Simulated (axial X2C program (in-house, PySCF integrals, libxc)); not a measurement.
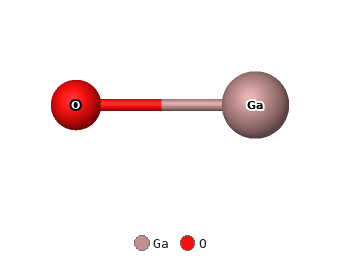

Fig. 1: The molecule at the reference distance of 1.888 Å.

## Run report: GaO⁺, relativistic diatomic calculation

System: GaO⁺. The reference is closed-shell GaO⁺; the roots are vertical excitation energies. The distance is the PBE0 minimum at charge 1.
Method: EOM-EE-CCSD, two-component X2C with atomic mean-field Coulomb and Gaunt terms, Ga dyall-acv3z, O dyall-av3z (cores contracted) (axial X2C program (in-house, PySCF integrals, libxc)).

## Input
```
{"zs": [31, 8], "q": 1, "bas": ["dyall-acv3z", "dyall-av3z"], "r0": 1.74, "eom": "ee", "thr": -2.0, "nmax": 88}
```

The line is the task of a batch: nuclear charges, charge, bases, a first guess of the distance and further settings. This report covers the levels named above. The log is that of the reference distance 1.888 Å.

Hardware: 1 thread of Arm Neoverse V1, 24 GiB of memory available, shared host.

Launched within a batch (the task file carries these settings):
```bash
python <driver script> task.json out
```

## Log
```
two-component X2C + atomic mean field  HF
basis functions 178  fitting functions 986  grid points 5078
iter        total energy     max residual
   1      -2016.124123775     1.56e-01
   2      -2016.156917998     1.08e-02
   3      -2016.160345143     9.14e-03
   4      -2016.161500420     3.99e-03
   5      -2016.162290758     1.86e-03
   6      -2016.162583577     7.31e-04
   7      -2016.162601685     3.17e-04
   8      -2016.162606610     3.50e-04
   9      -2016.162610183     3.76e-04
  10      -2016.162598742     2.82e-04
  11      -2016.162584325     2.73e-05
  12      -2016.162584218     8.32e-06
  13      -2016.162584218     2.40e-06
  14      -2016.162584219     7.08e-07
converged
one-electron -2937.67600802  Coulomb 935.10955503  exact exchange -82.45799740  xc functional 0.00000000  nuclear repulsion 69.51056584  atomic mean-field constant -0.64869967
correlated 18  virtual 292  natural virtual 84  E(MP2) -0.753755544  MP2 remainder -0.173839070
iter   CCSD correlation   residual
   1     -0.539139700   1.89e-01
   2     -0.557950963   1.18e-01
   3     -0.570387123   6.73e-02
   4     -0.571427274   3.54e-02
   5     -0.573972807   1.91e-02
   6     -0.574433093   6.38e-03
   7     -0.574440005   3.05e-03
   8     -0.574443994   1.71e-03
   9     -0.574439941   1.53e-03
  10     -0.574433693   1.56e-03
  11     -0.574429811   1.52e-03
  12     -0.574384505   1.08e-03
  13     -0.574396963   6.12e-04
  14     -0.574418056   4.09e-04
  15     -0.574427044   2.41e-04
  16     -0.574432399   1.12e-04
  17     -0.574433006   5.65e-05
  18     -0.574431986   3.63e-05
  19     -0.574432228   2.30e-05
  20     -0.574431629   1.78e-05
  21     -0.574431654   1.55e-05
  22     -0.574431672   1.47e-05
(T) -0.01740162713855219  T1 0.0708  D1 0.1414  max T2 0.192
EOM-EE-CCSD roots
2*Omega      energy/Eh   energy/eV  one-particle weight
    0      -0.03518718     -0.9575      0.939
    0      -0.03518632     -0.9575      0.939
    0       0.07361660      2.0032      0.956
    0       0.14083838      3.8324      0.001
    0       0.15927751      4.3342      0.823
    2      -0.03559196     -0.9685      0.939
    2       0.00318620      0.0867      0.890
    2       0.07362051      2.0033      0.956
    2       0.14084511      3.8326      0.001
    4      -0.03598906     -0.9793      0.939
    4       0.17895405      4.8696      0.592
    4       0.18342793      4.9913      0.596
    6       0.18287830      4.9764      0.767
```

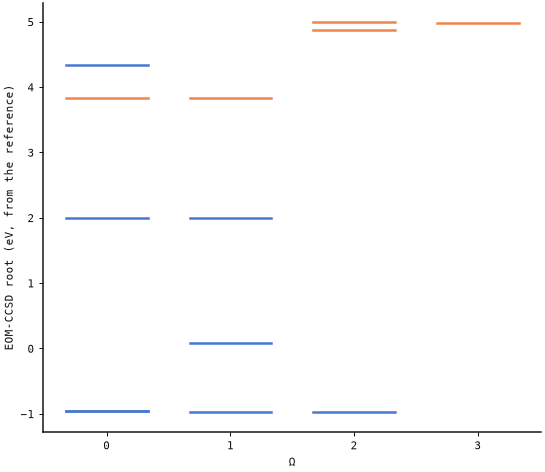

Fig. 2: EOM-CCSD roots by Ω at 1.89 Å; roots whose one-particle weight is under 0.8 have the second colour. The lowest has Ω = 2 and lies at −0.979 eV, with one-particle weight 0.94. 5 of the 13 roots are less well described at this level.

## Summary

| quantity | value |
| --- | --- |
| outcome | converged |
| HF energy of the reference GaO⁺ | −2016.16258 hartree |
| MP2 energy of the reference GaO⁺ | −2016.91634 hartree |
| CCSD energy of the reference GaO⁺ (with the MP2 share of the virtual spinors left out of the coupled-cluster step) | −2016.91085 hartree |
| CCSD(T) energy of the reference GaO⁺ | −2016.92826 hartree |
| T1 diagnostic (spinor form; for a closed shell √2 times the usual value) | 0.071 |
| wall time | 88 s |
| peak memory | 1.1 GiB |
